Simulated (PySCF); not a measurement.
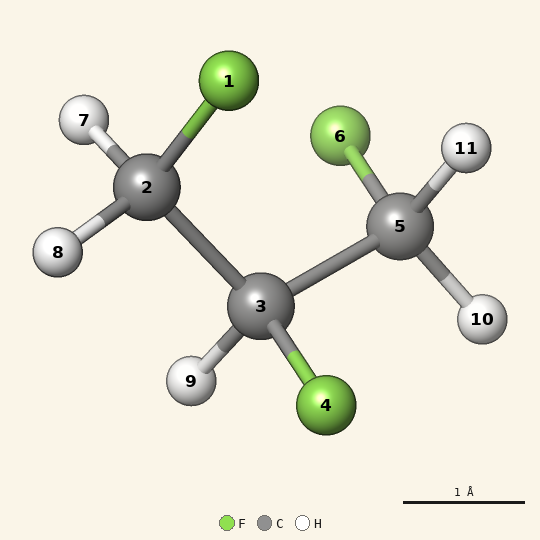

The atoms are numbered. The geometry was computed by an optimisation with PBE0-D3(BJ)/def2-SVP. No frequency run is at hand to confirm it as a minimum.

### Describe the coordination of atom 2.

C2 has 4 neighbours (F1 at 1.37, C3 at 1.51, H7 at 1.10, H8 at 1.10 Å); the arrangement is tetrahedral.

### What is the geometry at C5?

C5 has 4 neighbours (C3 at 1.52, F6 at 1.37, H10 at 1.10, H11 at 1.10 Å); the arrangement is tetrahedral.

### How are the neighbours of atom 3 arranged?

C3 has 4 neighbours (C2 at 1.51, F4 at 1.38, C5 at 1.52, H9 at 1.11 Å); the arrangement is tetrahedral.

### What is the dihedral angle C2–C3–C5–F6?

63° in size, that is gauche.
